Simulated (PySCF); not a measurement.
## Electronic structure of CH$_{10}$NSSi$_{3}$ (SMILES CS[SiH]N([SiH3])[SiH3]) (doublet) in real space

```xyz
16

C     3.4117    0.1991    0.6031
S     1.8188    1.0718    0.4642
Si    0.5406   -0.6610    0.3790
N    -1.0931   -0.1726    0.0685
Si   -2.3494   -1.3415    0.3709
Si   -1.4559    1.4529   -0.4761
H     4.1572    0.9429    0.8623
H     3.6596   -0.2587   -0.3487
H     3.3512   -0.5555    1.3800
H     0.6057   -1.2679    1.7171
H    -2.9134   -1.1198    1.7033
H    -1.6929   -2.6445    0.2977
H    -3.3735   -1.2028   -0.6572
H    -2.8869    1.4770   -0.7594
H    -0.6663    1.7041   -1.6788
H    -1.1208    2.3856    0.5976
```

Geometry: GFN2-xTB.

Theory: UKS B3LYP, pcH-1 on C H N S Si, non-relativistic, mean-field spin-orbit, GIAO (PySCF 2.14.0, density-fitted response routines).

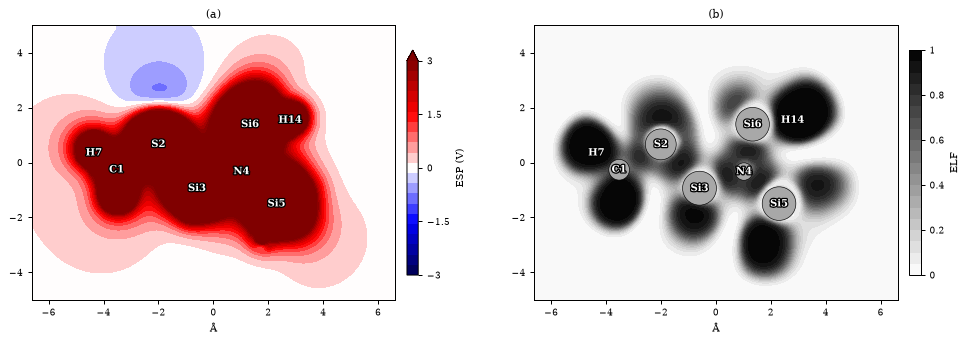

Figure 1. (a) electrostatic potential; (b) ELF on the plane of atoms N4, Si6 and H14. Grey discs cover the atomic cores in the ELF map.

Question: What does the map show?

Answer:
- Atoms in the plane: C, S, Si, N and H.
- Si–N (1.73 Å): the ELF peaks at about 0.90 between the atoms, as expected for a shared but strongly polarised pair.
- C–S (1.82 Å): the ELF peaks at about 0.85 between the atoms: a covalent bond.
- Si–S (2.15 Å): the ELF peaks at about 0.90 between the atoms: localised, covalent bonding.
- C–H (1.08 Å): the ELF climbs to about 1 towards the hydrogen, as it does in any bond to H (a covalent bond by its length).
- Si–H (1.46 Å): the ELF climbs to about 1 towards the hydrogen.
- The ELF also peaks beside S2, away from the bonds: non-bonding electrons, paired or unpaired.
- Outside the dense part of the molecule the potential is most negative (−0.7 V) near S2.

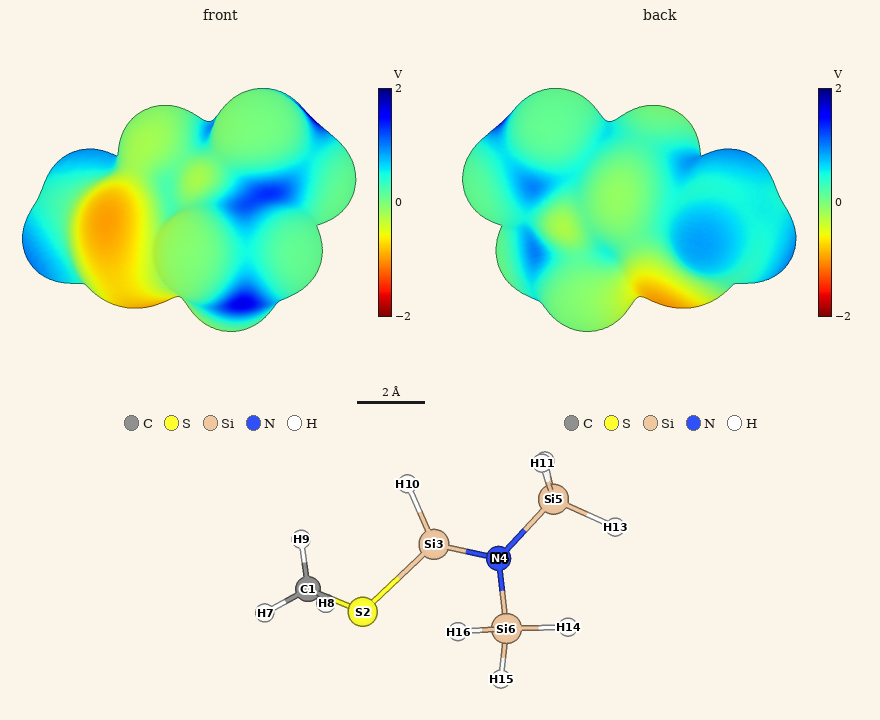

Figure 2. The molecular electrostatic potential painted on the density surface at 0.002 e/bohr³, seen from the front and from behind; the colour scale runs from red (negative) to blue (positive). The bare structure is drawn below in the same view.

Question: Where is the surface potential most negative and most positive?

Answer: The most negative region (about −1.0 V, or −23 kcal/mol for a unit charge) lies over S2, the most positive (about +1.5 V, or +35 kcal/mol for a unit charge) over Si5 and Si6.
